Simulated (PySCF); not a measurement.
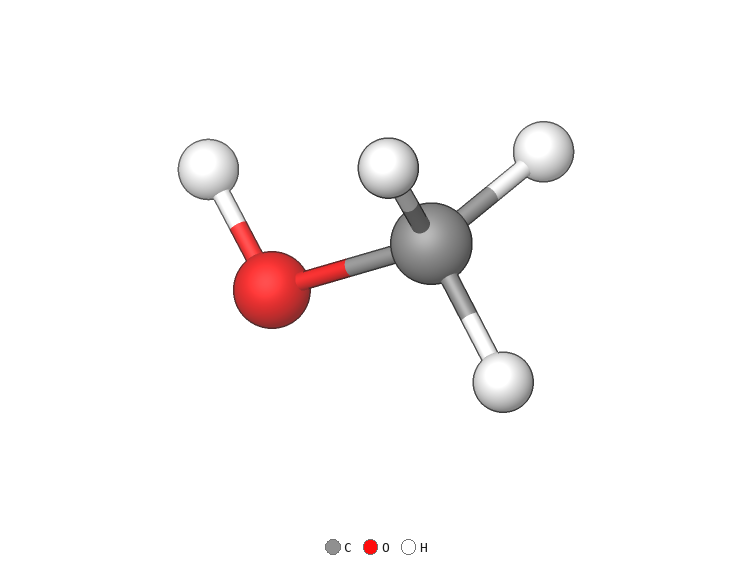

Computed geometry: PBE0-D3(BJ)/def2-SVP optimisation. No frequency run is at hand to confirm it as a minimum.

Draw it as a skeletal formula.

SMILES: CO

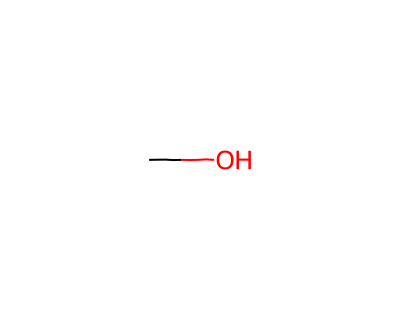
